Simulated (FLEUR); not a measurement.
# Collinear magnetic orders of MnPt with FLEUR

Wanted: the moments of MnPt and the energy of each order that was tried.

Method: PBEsol; all-electron FLAPW, Dirac cores, scalar-relativistic bands, in FLEUR MaX-R8.1.

### 1. Starting point

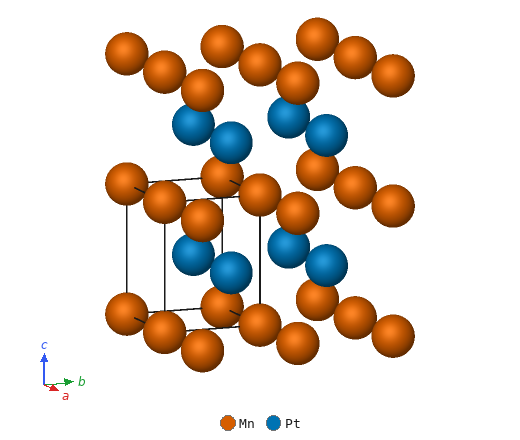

The starting structure, seen slightly off an axis (manganese orange, platinum blue). 2×2×2 cells are drawn. Some periodic images of atoms are drawn too.

### 2. Run 1 (ferro +)

The parallel start is the test of whether parallel moments hold.

inpgen writes inp.xml from crystal.txt; cutoffs, mixing, functional, smearing and local orbitals are then set in the file. The k list default-1 (kpts.xml, not shown) is a Γ-centred 10×10×10 mesh; where the ranks do not divide the number of points, some are split in two of half the weight.

inp.xml

```
<?xml version="1.0" encoding="UTF-8" standalone="no"?>
<fleurInput fleurInputVersion="0.39">
   <comment>
      MnPt
   </comment>
   <calculationSetup>
      <cutoffs Kmax="3.6" Gmax="10.8" GmaxXC="10.8" numbands="0"/>
      <scfLoop itmax="90" minDistance="0.00002" maxIterBroyd="15" imix="Anderson" alpha="0.05" precondParam="0.0" spinf="2.0" sdNocoIR="T"/>
      <coreElectrons ctail="T" frcor="F" kcrel="0" coretail_lmax="0"/>
      <xcFunctional name="PBEs" relativisticCorrections="F"/>
      <magnetism jspins="2"/>
      <soc l_soc="F" theta="0.0" phi="0.0" spav="F"/>
      <expertModes spex="0" secvar="F"/>
      <geometryOptimization l_f="F" forcealpha="1.0" forcemix="BFGS" epsdisp="0.00001" epsforce="0.00001"/>
      <ldaU l_linMix="F" mixParam="0.05" spinf="1.0"/>
   </calculationSetup>
   <cell>
      <bzIntegration valenceElectrons="31.0" mode="hist" fermiSmearingEnergy="0.00110248">
         <kPointListSelection listName="default-1"/>
         <xi:include xmlns:xi="http://www.w3.org/2001/XInclude" href="kpts.xml"> </xi:include>
      </bzIntegration>
      <xi:include xmlns:xi="http://www.w3.org/2001/XInclude" href="sym.xml"> </xi:include>
      <bulkLattice scale="1.0">
         <bravaisMatrix>
            <row-1>    5.3479249326179996     0.0000000000000000     0.0000000000000000</row-1>
            <row-2>    0.0000000000000000     5.3479249326179996     0.0000000000000000</row-2>
            <row-3>    0.0000000000000000     0.0000000000000000     6.9163976160359999</row-3>
         </bravaisMatrix>
      </bulkLattice>
   </cell>
   <atomSpecies>
      <species name="Manganese 3.500" element="Mn" atomicNumber="25">
         <mtSphere radius="2.5" gridPoints="827" logIncrement="0.015"/>
         <atomicCutoffs lmax="10" lnonsphr="8"/>
         <electronConfig flipSpins="F">
            <coreConfig>(1s1/2) (2s1/2) (2p1/2) (2p3/2)</coreConfig>
            <valenceConfig>(3s1/2) (3p1/2) (3p3/2) (4s1/2) (3d3/2) (3d5/2)</valenceConfig>
            <stateOccupation state="(3d3/2)" spinUp="1.25" spinDown="0.75"/>
            <stateOccupation state="(3d5/2)" spinUp="3.0" spinDown="0.0"/>
         </electronConfig>
         <energyParameters s="4" p="4" d="3" f="4"/>
         <lo type="SCLO" l="0" n="3" eDeriv="0"/>
         <lo type="SCLO" l="1" n="3" eDeriv="0"/>
      </species>
      <species name="Platinum (Pt)" element="Pt" atomicNumber="78">
         <mtSphere radius="2.5" gridPoints="827" logIncrement="0.016"/>
         <atomicCutoffs lmax="10" lnonsphr="8"/>
         <electronConfig flipSpins="F">
            <coreConfig>(1s1/2) (2s1/2) (2p1/2) (2p3/2) (3s1/2) (3p1/2) (3p3/2) (4s1/2) (3d3/2) (3d5/2) (4p1/2) (4p3/2) (5s1/2) (4d3/2) (4d5/2) (4f5/2) (4f7/2)</coreConfig>
            <valenceConfig>(5p1/2) (5p3/2) (6s1/2) (5d3/2) (5d5/2)</valenceConfig>
            <stateOccupation state="(6s1/2)" spinUp="0.500000" spinDown="0.500000"/>
            <stateOccupation state="(5d3/2)" spinUp="1.800000" spinDown="1.800000"/>
            <stateOccupation state="(5d5/2)" spinUp="2.700000" spinDown="2.700000"/>
         </electronConfig>
         <energyParameters s="6" p="6" d="5" f="5"/>
         <lo type="SCLO" l="1" n="5" eDeriv="0"/>
      </species>
   </atomSpecies>
   <atomGroups>
      <atomGroup species="Manganese 3.500">
         <relPos label="                   1">.0000000000 .0000000000 .0000000000</relPos>
         <force calculate="T" relaxXYZ="TTT"/>
      </atomGroup>
      <atomGroup species="Platinum (Pt)">
         <relPos label="                   2">1.000/2.000 1.000/2.000 1.000/2.000</relPos>
         <force calculate="T" relaxXYZ="TTT"/>
      </atomGroup>
   </atomGroups>
   <output dos="F" band="F" slice="F">
      <bandDOS minEnergy="-.5*Htr" maxEnergy="0.5*Htr" sigma="0.015" storeEVData="T"/>
      <plotting iplot="0" polar="F">
         <plot TwoD="T" vec1="  1.0  0.0  0.0" vec2="  0.0  1.0  0.0" vec3="  0.0  0.0  1.0" zero="  0.0  0.0  0.0" file="plot"/>
      </plotting>
      <moessbauerParams electricFieldGradient="F" isomerShift="F" coreHyperfine="F" valenceHyperfine="F"/>
   </output>
</fleurInput>
```

crystal.txt

```
MnPt
&input film=F cartesian=F /
2.83000000000  0.00000000000  0.00000000000
0.00000000000  2.83000000000  0.00000000000
0.00000000000  0.00000000000  3.66000000000
1.8897261246
1.0 1.0 1.0

2
25 0.00000000000  0.00000000000  0.00000000000 : 3.500
78 0.50000000000  0.50000000000  0.50000000000

&kpt div1=10 div2=10 div3=10 gamma=T /
```

The run is started by

```sh
OMP_NUM_THREADS=1 inpgen -f crystal.txt > inpgen.log  # inp.xml is then edited as shown
OMP_NUM_THREADS=1 mpirun -n 4 fleur_MPI > fleur.log
```

Output:

```text
Welcome to FLEUR        (www.flapw.de)
      MaX-Release 8.1          (www.max-centre.eu)

 ========== k-point set info ==========
 Selected k-point list: default-1
 k-point list type: mesh
 0 x 0 x 0
 Number of k points: 128

 ------------Calculation Setup---------------------------
 Number of MPI-tasks      :            4
 Number of PE/node        :            4
 Number of OMP-threads    :            1
 k-points in parallel     :            4
 pe's per k-point         :            1
 No of k-point loops      :           32
 Eigenvalue solver        :       lapack
 Number of basis functions:          180
 Approximate size of matrices (H+S) per k-point:         0.000 GB
 --------------------------------------------------------
 Iteration:     1   Distance:      29.59130227 me/bohr^3
 Iteration:     2   Distance:      16.70928273 me/bohr^3
 Iteration:     3   Distance:      11.25097378 me/bohr^3
 Iteration:     4   Distance:       7.97396845 me/bohr^3
 Iteration:     5   Distance:       8.01938018 me/bohr^3
 Iteration:     6   Distance:       8.74121543 me/bohr^3
 Iteration:     7   Distance:       2.77703402 me/bohr^3
 Iteration:     8   Distance:       2.47478436 me/bohr^3
 Iteration:     9   Distance:       0.88330042 me/bohr^3
 Iteration:    10   Distance:       0.83003567 me/bohr^3
 Iteration:    11   Distance:       0.51386551 me/bohr^3
 Iteration:    12   Distance:       0.14770002 me/bohr^3
 Iteration:    13   Distance:       0.08272837 me/bohr^3
 Iteration:    14   Distance:       0.03813740 me/bohr^3
 Iteration:    15   Distance:       0.00956866 me/bohr^3
 Iteration:    16   Distance:       0.00652216 me/bohr^3
 Iteration:    17   Distance:       0.00611103 me/bohr^3
 Iteration:    18   Distance:       0.00153635 me/bohr^3
 Iteration:    19   Distance:       0.00099657 me/bohr^3
 Iteration:    20   Distance:       0.00074236 me/bohr^3
 Iteration:    21   Distance:       0.00021678 me/bohr^3
 Iteration:    22   Distance:       0.00017304 me/bohr^3
 Iteration:    23   Distance:       0.00014691 me/bohr^3
 Iteration:    24   Distance:       0.00001463 me/bohr^3

 ********************************************************************
 Run finished successfully
 Stop message:
   all done
 ********************************************************************

--- out.xml (last complete iteration) ---
<iteration numberForCurrentRun="   24" overallNumber="   24">
         [... left out ...]
         <bandgap value="0.0108641424" units="eV"/>
         <sumValenceSingleParticleEnergies value="-17.5493402881" units="Htr"/>
         <FermiEnergy value="0.3962187200" units="Htr"/>
         <valenceDensity>
            <mtCharges spin="1">
               <mtCharge atomType="1" total="8.9322789" s="1.2145487" p="3.2311771" d="4.4514035" f="0.0261337"/>
               <mtCharge atomType="2" total="7.4766425" s="0.2595296" p="3.1766182" d="4.0097547" f="0.0238364"/>
            </mtCharges>
            <mtCharges spin="2">
               <mtCharge atomType="1" total="5.1227793" s="1.1948931" p="3.2135368" d="0.6843177" f="0.0223939"/>
               <mtCharge atomType="2" total="7.0946921" s="0.2876318" p="3.1993627" d="3.5908993" f="0.0134618"/>
            </mtCharges>
            <spinDependentCharge spin="1" total="17.6139137" interstitial="1.2049923" mtSpheres="16.4089214"/>
            <spinDependentCharge spin="2" total="13.3860863" interstitial="1.1686149" mtSpheres="12.2174714"/>
            <totalCharge value="31.0000000000"/>
         </valenceDensity>
         [... left out ...]
         <allElectronCharges>
            <spinDependentCharge spin="1" total="53.6139137" interstitial="1.2055007" mtSpheres="52.4084130"/>
            <spinDependentCharge spin="2" total="49.3860863" interstitial="1.1691253" mtSpheres="48.2169610"/>
            <totalCharge value="102.9999999870"/>
         </allElectronCharges>
         <magneticMomentsInMTSpheres units="muBohr">
            <globalMagMoment atomType="1" vec="0.00000   0.00000   3.80950"/>
            <localMagMoment atomType="1" vec="0.00000   0.00000   3.80950"/>
            <globalMagMoment atomType="2" vec="0.00000   0.00000   0.38195"/>
            <localMagMoment atomType="2" vec="0.00000   0.00000   0.38195"/>
         </magneticMomentsInMTSpheres>
         <moessbauerParams unitsHFF="kG" unitsIS="e/bohr^3" unitsEFG="Htr/bohr^2">
         </moessbauerParams>
         <totalEnergy value="   -19599.1511433744" units="Htr">
            <sumOfEigenvalues value="   -11996.0247294891">
               <coreElectrons value="-11978.4753892010"/>
               <valenceElectrons value="-17.5493402881"/>
            </sumOfEigenvalues>
            <densityCoulombPotentialIntegral value="-33739.8266657807"/>
            <densityEffectivePotentialIntegral value="-34270.7600806889"/>
            <chargeDenXCDenIntegral value="-403.3609108192"/>
            <FockExchangeEnergyValence value="0.0000000000"/>
            <FockExchangeEnergyCore value="0.0000000000"/>
            <atomTypeDependentContributions atomType="1">
               <electronNucleiInteractionDifferentMTs value="1381.2318480487"/>
               <MadelungTerm value="-9.6999816598"/>
            </atomTypeDependentContributions>
            <atomTypeDependentContributions atomType="2">
               <electronNucleiInteractionDifferentMTs value="23172.2847105276"/>
               <MadelungTerm value="-37.3957106286"/>
            </atomTypeDependentContributions>
            <tkbTimesEntropy value="0.0001160270"/>
            <freeEnergy value="-19599.1512594014"/>
            <extrapolationTo0K value="-19599.1512013879"/>
         </totalEnergy>
         <densityConvergence units="me/bohr^3">
            <chargeDensity spin="1" distance="0.0000085433"/>
            <chargeDensity spin="2" distance="0.0000086488"/>
            <overallChargeDensity distance="0.0000090358"/>
            <spinDensity distance="0.0000146265"/>
         </densityConvergence>
      </iteration>
```

Elapsed: 22 s, on 4 MPI ranks of AMD EPYC 9R45 (Zen 5), shared host; peak memory 0.26 GiB.

Spin moment in the muffin-tin sphere by atom:

| atom | spin moment in the muffin-tin sphere (μB) |
| --- | --- |
| Mn1 | 3.81 |
| Pt2 | 0.38 |

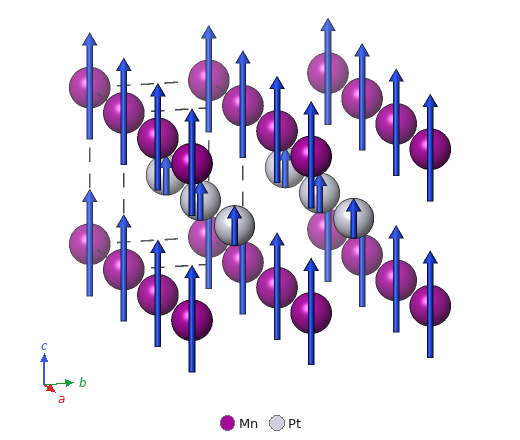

Spin moment in the muffin-tin sphere as arrows, the longest 3.81 μB. Up and down stand for the sign. Arrows give size and sign along the axis of quantisation, drawn up and down the page. Each arrow also spans its atom, so small moments look longer than they are. 3×2×1 cells are drawn. Some periodic images of atoms are drawn too.

Read from the output:

| Item | Value |
| --- | --- |
| free energy | -533320.0750 eV |
| program's band gap on this mesh (in a metal only a level spacing) | 0.01086 eV |
| magnetization | 4.228 μB |
| final state | ferromagnetic |

After 24 cycles the largest moment stands at 3.81 μB.

### 3. Start 2: antiferro q=(1/2,1/2,0) +-

Another pattern of signs weighs the neighbour shells otherwise.

The cell is doubled to 4 atoms to hold this order. The mesh is halved along the doubled vector, so that both cells sample the same points. The k list default-1 (kpts.xml, not shown) is a Γ-centred 5×10×10 mesh.

Changes to inp.xml since step 2:

```diff
@@ -17,3 +17,3 @@
    <cell>
-      <bzIntegration valenceElectrons="31.0" mode="hist" fermiSmearingEnergy="0.00110248">
+      <bzIntegration valenceElectrons="62.0" mode="hist" fermiSmearingEnergy="0.00110248">
          <kPointListSelection listName="default-1"/>
@@ -24,4 +24,4 @@
          <bravaisMatrix>
-            <row-1>    5.3479249326179996     0.0000000000000000     0.0000000000000000</row-1>
-            <row-2>    0.0000000000000000     5.3479249326179996     0.0000000000000000</row-2>
+            <row-1>   10.6958498652359992     0.0000000000000000     0.0000000000000000</row-1>
+            <row-2>    5.3479249326179996     5.3479249326179996     0.0000000000000000</row-2>
             <row-3>    0.0000000000000000     0.0000000000000000     6.9163976160359999</row-3>
@@ -39,2 +39,15 @@
             <stateOccupation state="(3d5/2)" spinUp="3.0" spinDown="0.0"/>
+         </electronConfig>
+         <energyParameters s="4" p="4" d="3" f="4"/>
+         <lo type="SCLO" l="0" n="3" eDeriv="0"/>
+         <lo type="SCLO" l="1" n="3" eDeriv="0"/>
+      </species>
+      <species name="Manganese -3.500" element="Mn" atomicNumber="25">
+         <mtSphere radius="2.5" gridPoints="827" logIncrement="0.015"/>
+         <atomicCutoffs lmax="10" lnonsphr="8"/>
+         <electronConfig flipSpins="F">
+            <coreConfig>(1s1/2) (2s1/2) (2p1/2) (2p3/2)</coreConfig>
+            <valenceConfig>(3s1/2) (3p1/2) (3p3/2) (4s1/2) (3d3/2) (3d5/2)</valenceConfig>
+            <stateOccupation state="(3d3/2)" spinUp="0.75" spinDown="1.25"/>
+            <stateOccupation state="(3d5/2)" spinUp="0.0" spinDown="3.0"/>
          </electronConfig>
@@ -63,4 +76,9 @@
       </atomGroup>
+      <atomGroup species="Manganese -3.500">
+         <relPos label="                   2">1.000/2.000 .0000000000 .0000000000</relPos>
+         <force calculate="T" relaxXYZ="TTT"/>
+      </atomGroup>
       <atomGroup species="Platinum (Pt)">
-         <relPos label="                   2">1.000/2.000 1.000/2.000 1.000/2.000</relPos>
+         <relPos label="                   3">.0000000000 1.000/2.000 1.000/2.000</relPos>
+         <relPos label="                   4">1.000/2.000 1.000/2.000 1.000/2.000</relPos>
          <force calculate="T" relaxXYZ="TTT"/>
```

crystal.txt

```
MnPt
&input film=F cartesian=F /
5.66000000000  0.00000000000  0.00000000000
2.83000000000  2.83000000000  0.00000000000
0.00000000000  0.00000000000  3.66000000000
1.8897261246
1.0 1.0 1.0

4
25 0.00000000000  0.00000000000  0.00000000000 : 3.500
25 0.50000000000  0.00000000000  0.00000000000 : -3.500
78 0.00000000000  0.50000000000  0.50000000000
78 0.50000000000  0.50000000000  0.50000000000

&kpt div1=5 div2=10 div3=10 gamma=T /
```

Output:

```text
[banner, memory and clock lines left out]
Welcome to FLEUR        (www.flapw.de)
      MaX-Release 8.1          (www.max-centre.eu)

 ========== k-point set info ==========
 Selected k-point list: default-1
 k-point list type: mesh
 5 x 10 x 10
 Number of k points: 108

 ------------Calculation Setup---------------------------
 Number of PE/node        :            4
 Number of OMP-threads    :            1
 k-points in parallel     :            4
 pe's per k-point         :            1
 No of k-point loops      :           27
 Eigenvalue solver        :       lapack
 Number of basis functions:          348
 Approximate size of matrices (H+S) per k-point:         0.002 GB
 Iteration:     1   Distance:      24.99873770 me/bohr^3
 Iteration:     2   Distance:      16.13542039 me/bohr^3
 Iteration:     3   Distance:      11.09405396 me/bohr^3
 Iteration:     4   Distance:       6.92560218 me/bohr^3
 Iteration:     5   Distance:       5.28521592 me/bohr^3
 Iteration:     6   Distance:       3.70200766 me/bohr^3
 Iteration:     7   Distance:       1.90308668 me/bohr^3
 Iteration:     8   Distance:       0.56447332 me/bohr^3
 Iteration:     9   Distance:       0.54549543 me/bohr^3
 Iteration:    10   Distance:       0.25232988 me/bohr^3
 Iteration:    11   Distance:       0.16883672 me/bohr^3
 Iteration:    12   Distance:       0.07274398 me/bohr^3
 Iteration:    13   Distance:       0.01278814 me/bohr^3
 Iteration:    14   Distance:       0.00434217 me/bohr^3
 Iteration:    15   Distance:       0.00389644 me/bohr^3
 Iteration:    16   Distance:       0.00269523 me/bohr^3
 Iteration:    17   Distance:       0.00221252 me/bohr^3
 Iteration:    18   Distance:       0.00075213 me/bohr^3
 Iteration:    19   Distance:       0.00036255 me/bohr^3
 Iteration:    20   Distance:       0.00016658 me/bohr^3
 Iteration:    21   Distance:       0.00018596 me/bohr^3
 Iteration:    22   Distance:       0.00008208 me/bohr^3
 Iteration:    23   Distance:       0.00002428 me/bohr^3
 Iteration:    24   Distance:       0.00001930 me/bohr^3

 ********************************************************************
 Run finished successfully
 Stop message:
   all done
 ********************************************************************

--- out.xml (last complete iteration) ---
<iteration numberForCurrentRun="   24" overallNumber="   24">
         [... left out ...]
         <bandgap value="0.0000000159" units="eV"/>
         <sumValenceSingleParticleEnergies value="-35.3201128822" units="Htr"/>
         <FermiEnergy value="0.4156983338" units="Htr"/>
         <valenceDensity>
            <mtCharges spin="1">
               <mtCharge atomType="1" total="8.8987828" s="1.2268673" p="3.2576109" d="4.3826080" f="0.0236827"/>
               <mtCharge atomType="2" total="5.1501067" s="1.1893488" p="3.1953699" d="0.7318414" f="0.0248726"/>
               <mtCharge atomType="3" total="7.2844324" s="0.2709415" p="3.1877654" d="3.8014965" f="0.0188988"/>
            </mtCharges>
            <mtCharges spin="2">
               <mtCharge atomType="1" total="5.1501067" s="1.1893488" p="3.1953699" d="0.7318415" f="0.0248726"/>
               <mtCharge atomType="2" total="8.8987827" s="1.2268673" p="3.2576109" d="4.3826080" f="0.0236827"/>
               <mtCharge atomType="3" total="7.2844324" s="0.2709415" p="3.1877654" d="3.8014965" f="0.0188988"/>
            </mtCharges>
            <spinDependentCharge spin="1" total="31.0000000" interstitial="2.3822458" mtSpheres="28.6177542"/>
            <spinDependentCharge spin="2" total="31.0000000" interstitial="2.3822458" mtSpheres="28.6177542"/>
            <totalCharge value="62.0000000000"/>
         </valenceDensity>
         [... left out ...]
         <magneticMomentsInMTSpheres units="muBohr">
            <globalMagMoment atomType="1" vec="0.00000   0.00000   3.74868"/>
            <localMagMoment atomType="1" vec="0.00000   0.00000   3.74868"/>
            <globalMagMoment atomType="2" vec="0.00000   0.00000  -3.74868"/>
            <localMagMoment atomType="2" vec="0.00000   0.00000  -3.74868"/>
            <globalMagMoment atomType="3" vec="0.00000   0.00000   0.00000"/>
            <localMagMoment atomType="3" vec="0.00000   0.00000   0.00000"/>
         </magneticMomentsInMTSpheres>
         [... left out ...]
         <totalEnergy value="   -39198.3279492301" units="Htr">
            <sumOfEigenvalues value="   -23992.4953623177">
               <coreElectrons value="-23957.1752494355"/>
               <valenceElectrons value="-35.3201128822"/>
            </sumOfEigenvalues>
            <densityCoulombPotentialIntegral value="-67479.9882551224"/>
            <densityEffectivePotentialIntegral value="-68541.7959833594"/>
            <chargeDenXCDenIntegral value="-806.6773557563"/>
            <FockExchangeEnergyValence value="0.0000000000"/>
            <FockExchangeEnergyCore value="0.0000000000"/>
         [... left out ...]
            <tkbTimesEntropy value="0.0000563114"/>
            <freeEnergy value="-39198.3280055415"/>
            <extrapolationTo0K value="-39198.3279773858"/>
         </totalEnergy>
         <densityConvergence units="me/bohr^3">
            <chargeDensity spin="1" distance="0.0000130066"/>
            <chargeDensity spin="2" distance="0.0000124559"/>
            <overallChargeDensity distance="0.0000166142"/>
            <spinDensity distance="0.0000193031"/>
         </densityConvergence>
      </iteration>
```

Wall time 58 s (4 MPI ranks); peak memory 0.41 GiB; 3.9 min of CPU time.

Spin moment in the muffin-tin sphere by atom:

| atom | spin moment in the muffin-tin sphere (μB) |
| --- | --- |
| Mn1 | 3.75 |
| Mn2 | -3.75 |
| Pt3 | 0.00 |
| Pt4 | 0.00 |

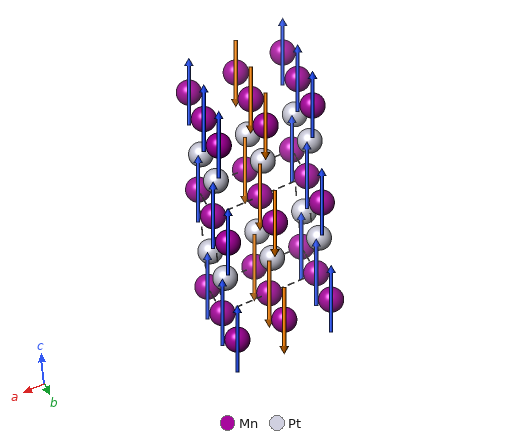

Spin moment in the muffin-tin sphere as arrows, the longest 3.75 μB. Up and down stand for the sign. Arrows give size and sign along the axis of quantisation, drawn up and down the page. The two directions have two colours. 1×2×2 cells are drawn. Some periodic images of atoms are drawn too.

Read from the output:

```
free energy                                                       : -1066640.8436 eV
program's band gap on this mesh (in a metal only a level spacing) : 1.59e-8 eV
magnetization                                                     : 0 μB
final state                                                       : antiferromagnetic
```

It lies 347 meV a seeded atom under the first start, and its largest moment is 3.75 μB against 3.81 μB.

(Part 1 of 2 ends here.)

[Logs and program files are shortened in this print: banners, set-up blocks, solver, clock and traceback lines can be left out without a mark of their own.]

[Logs are printed without paths, hosts, clocks, repeated set-up lines and the standing remarks that a program may print on its own settings, such as how far it seeks lower states.]

[Hosts, paths, dates, database ids (printed as entryN), source tags and the programs' standing remarks are cut or masked in the printed files.]

[Where a cell is said to come from a database of computed structures, the database is the Materials Project.]
